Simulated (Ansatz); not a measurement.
The figure comes from a scan of ZnS (wurtzite): one S atom of a 4-atom cell moves by s towards the nearest neighbour, with its periodic images. Level of theory: r2SCAN (plane waves to 500 eV, PAW, scalar-relativistic; Ansatz, a quantum-chemistry and plane-wave program). k mesh 8×8×5 (Γ-centred), Fermi-Dirac smearing 0.05 eV. E stands for the smeared free energy. ZnS was relaxed with its symmetry unable to fall. ΔE is measured from the undisplaced structure.

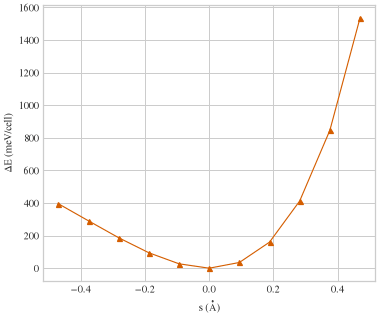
ΔE (meV/cell) against s (Å); markers are the computed points, lines only join them.

**Question.** Read the plotted values off the figure, to the accuracy that the plot allows.

**Answer.** To the nearest 20:

```
s (Å)   ΔE (meV/cell)
------  -------------
-0.470            400
-0.376            300
-0.282            180
-0.188            100
-0.094             20
0.000               0
0.094              40
0.188             160
0.282             420
0.376             840
0.470            1540
```

(A displaced cell: forces are minus the slopes of the energy, force constants its curvatures, and phonons follow from these.)
